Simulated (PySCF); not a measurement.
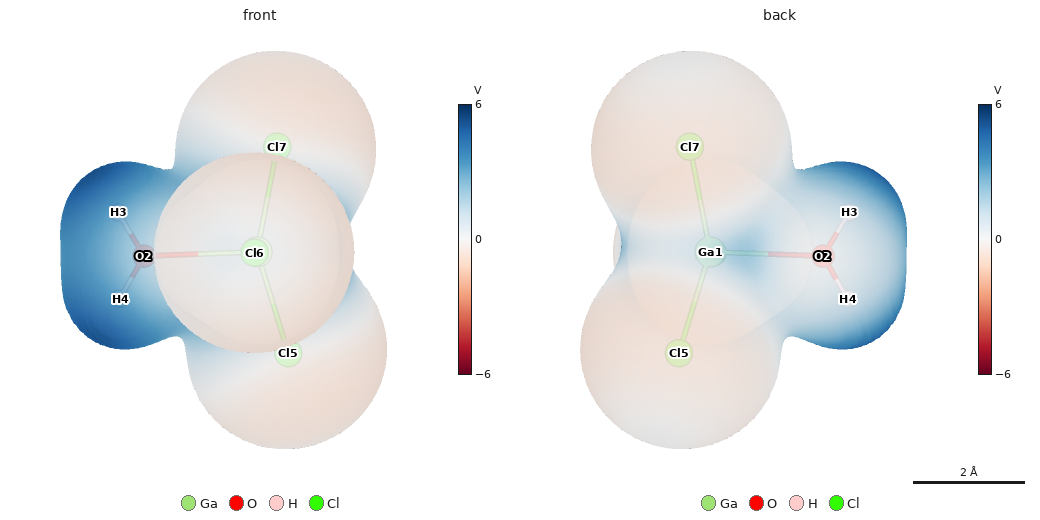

Figure. Cl$_{3}$GaH$_{2}$O (Ga(H2O)Cl3). The electrostatic potential painted on the density surface at 0.004 e/bohr³, seen from the front and from behind; the colour scale runs from red (negative) to blue (positive).

Geometry: PBE0-D3(BJ)/def2-SVP.

Level of theory: CAM-B3LYP/def2-SVPD, SCF density, gas phase (PySCF).

The calculation's input:

```
{"job": {"kind": "uv", "xc": "CAM-B3LYP", "basis": "def2-SVPD", "ip": false, "nstates": 15}, "charge": 0, "multiplicity": 1}
Ga     0.106929    -0.092549    -0.867902
O      0.084981    -0.153666     1.207836
H     -0.802626    -0.271520     1.575548
H      0.469720     0.628239     1.627968
Cl     2.227012     0.019488    -1.161006
Cl    -1.004661     1.728910    -1.157816
Cl    -0.971670    -1.915059    -1.201201
```

Run with:

```sh
OMP_NUM_THREADS=1 python probes_run.py task.json out
```

### Describe the electrostatic potential map.

The most negative region (about −0.7 V) lies over Cl5, Cl6 and Cl7, the most positive (about +5.1 V) over H3 and H4.

### What dipole moment does the calculation give?

Its dipole moment is 4.91 D.
